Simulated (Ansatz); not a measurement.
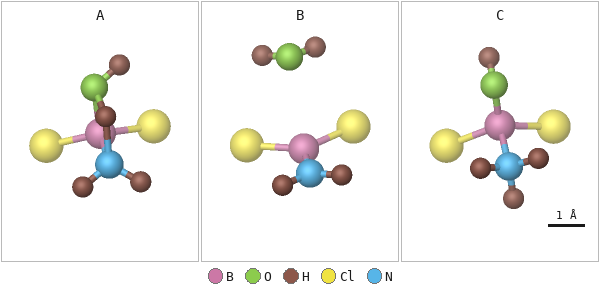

3 geometries from a converged minimum-energy path of BNH₄OCl₂, shuffled. A ball-and-stick model, seen from a free direction.

Level of theory: Ansatz 0.2.0, RKS r2SCAN-D4/6-31G*. Run with 5 movable images; climbing image; force threshold 0.05 eV/Å; iteration limit 60; starting path through a guess of the saddle point.

Which frame is the transition state?

Answer. A. In order along the path, whose images run from 0 to 6: C (image 0, 0.0 kcal/mol), A (image 3, +31.8 kcal/mol), B (image 6, +23.9 kcal/mol). Breaking: B–O (1.40 → 2.81 Å), H–N (1.02 → 3.67 Å). Forming: H–O (2.57 → 0.97 Å).

Cost: 6.4 min on 2 threads of Arm Neoverse V2, on a shared host, peak memory 0.15 GiB.
